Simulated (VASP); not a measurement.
Band structure of HgI2 (space group Cmc2_1). Level of theory: modified Becke-Johnson potential (mBJ) with spin-orbit coupling, VASP's PBE PAW potentials (set 64) (plane waves; VASP).

mBJ is a potential without an energy functional, so only the levels count. The path is coarsely sampled, so an indirect gap can come out somewhat too large. Without a dispersion term in the relaxation, distances and binding between the weakly bound layers, chains or molecules are unreliable, and so is what depends on them.

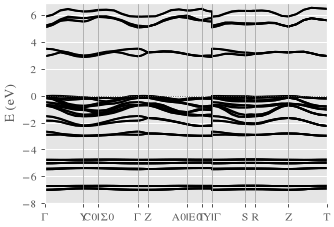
Figure: Bands along high-symmetry lines, zero at the valence-band maximum or, without a gap, the Fermi level

Task: Read the plot: is there a gap, and where are the band edges?

Result: The gap is indirect, 2.89 eV, from the valence maximum at Γ-Y at 0.20 to the conduction minimum at Y.

The structure comes from a computed database's HgI2 entry (Cmc2_1); how it stands against other phases isn't given here. It was relaxed first, which changed the volume by +11 %. The cell's shape comes from a PBE relaxation.
